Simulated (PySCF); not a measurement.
System: C₇H₇NP₂ (SMILES Cc1cpc(C)c(C#N)p1).

Input file:

```
{"job": {"kind": "nmr", "xc": "PBE0", "basis": "pcSseg-1"}, "charge": 0, "multiplicity": 1}
C      3.131286    -0.202760     0.686089
C      1.688682    -0.075250     0.276980
C      1.408370     0.328555    -1.006911
P     -0.109650     0.577397    -1.812735
C     -1.287695     0.180572    -0.586317
C     -2.726690     0.303046    -1.003754
C     -1.008255    -0.228371     0.711802
C     -2.109735    -0.500504     1.557384
N     -2.999840    -0.720318     2.247628
P      0.528835    -0.473049     1.523941
H      3.633307    -0.953883     0.076044
H      3.212958    -0.496095     1.731822
H      3.653817     0.743598     0.547555
H      2.265778     0.532534    -1.644926
H     -3.237352    -0.656262    -0.910934
H     -3.253976     1.013523    -0.366020
H     -2.796838     0.639297    -2.037556
```

Command:

```sh
OMP_NUM_THREADS=1 python probes_run.py task.json out
```

Geometry: GFN2-xTB.

Level of theory: PBE0/pcSseg-1, SCF density, gas phase, non-relativistic in PySCF 2.14.0.

Q: What will maps of the electron density and electron localisation function show?

A: C–N (1.15 Å): ρ is about 3.6 e/Å³ halfway; the ELF peaks at about 0.85 between the atoms (a short, multiple covalent bond).
C–C (1.37 Å): ρ at the midpoint is about 2.1 e/Å³; the ELF peaks at about 0.95 between the atoms (localised, covalent bonding).
C–P (1.74 Å): ρ at the midpoint is about 1.3 e/Å³; the ELF peaks at about 0.95 between the atoms; a covalent bond.
C–H (1.09 Å): ρ is about 2 e/Å³ halfway; the ELF climbs to about 1 towards the hydrogen, as it does in any bond to H; a covalent bond by its length.

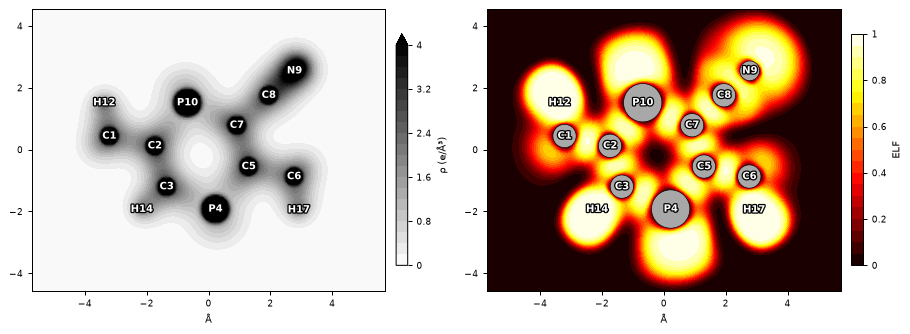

Computed electron density and electron localisation function on the plane of atoms C5, C7 and C8, in this order. Grey discs cover the atomic cores in the ELF map. 
